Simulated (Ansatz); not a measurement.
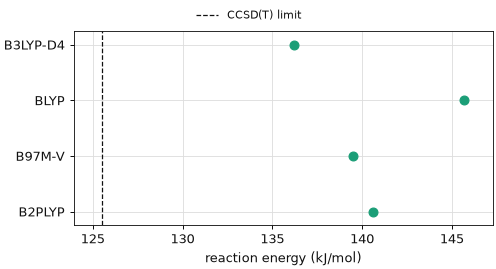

Electronic reaction energy of BNH₃F (NBF) + PH₃S (PS) → BPNH₅S (NBPS) + HF (F) (SMILES in brackets) at several levels (functionals in def2-TZVPP unless a basis is named), isolated molecules at PBE0-D4 triple-zeta geometries, minima by their frequencies, no zero-point or thermal terms, the Ansatz code 0.2.0. The line is frozen-core CCSD(T) at the basis limit (MP2 extrapolated from triple and quadruple zeta, plus CCSD(T) less MP2 in a smaller set). B2PLYP holds a correlation term that converges slowly with the basis, so part of the distance to the limit is basis error. No dispersion term is added to BLYP and B2PLYP. The limit lies 4.5 kJ/mol from CCSD(T)/def2-TZVPP, so the line itself is uncertain by a part of that.

**What range do the values span, the line included?**

From 125.5 kJ/mol (CCSD(T) limit) to 145.7 kJ/mol (BLYP).

**Which level comes closest to the line (CCSD(T) limit), and which misses most?**

Closest B3LYP-D4 (136.2 kJ/mol), against 125.5 kJ/mol; farthest BLYP (145.7 kJ/mol).

Caveats: one conformer of each flexible molecule.
